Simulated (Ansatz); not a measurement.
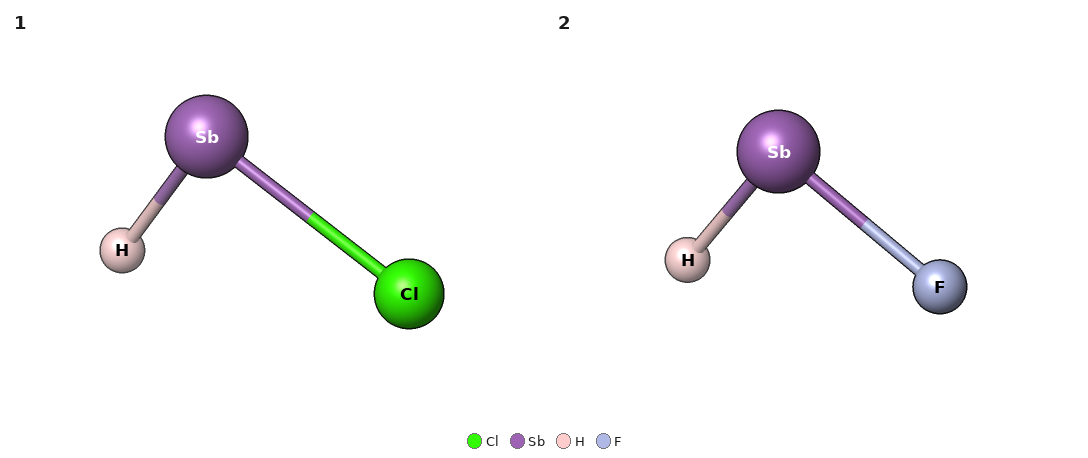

2 molecules with one skeleton, seen from the same side and at one scale. Charge 0, doublet. Computed geometries: PBE0-D4/def2-TZVP optimisations, one conformation each. Properties computed with Ansatz 0.2.0. Elements past Kr carry core potentials.

One atom differs, called X below: Cl in panel 1, F in panel 2. Their formulas are ClHSb (`[Cl][SbH]`), FHSb (`[F][SbH]`).

Question: In which is the harmonic X–Sb stretching wavenumber higher (PBE0-D4/def2-TZVP)?

Answer: In panel 2 (X = F).

Question: In which is the harmonic zero-point energy higher (PBE0-D4/def2-TZVP)?

Answer: In panel 2 (X = F).

Give the values. With PBE0-D4/def2-TZVP: length of X–Sb (Å), angle X–Sb–H (°), harmonic zero-point energy (kJ/mol), harmonic X–Sb stretching wavenumber (cm⁻¹). With B3LYP-D4/def2-TZVPP: dipole moment (D).

```json
{"quantity": "length of X–Sb (Å)", "1 (Cl)": "2.347", "2 (F)": "1.920", "2 − 1": "−0.427"}
{"quantity": "angle X–Sb–H (°)", "1 (Cl)": "93.4", "2 (F)": "93.1", "2 − 1": "−0.3"}
{"quantity": "dipole moment (D)", "1 (Cl)": "2.23", "2 (F)": "2.50", "2 − 1": "+0.27"}
{"quantity": "harmonic zero-point energy (kJ/mol)", "1 (Cl)": "17.6", "2 (F)": "19.2", "2 − 1": "+1.6"}
{"quantity": "harmonic X–Sb stretching wavenumber (cm⁻¹)", "1 (Cl)": "369", "2 (F)": "612", "2 − 1": "+243"}
```
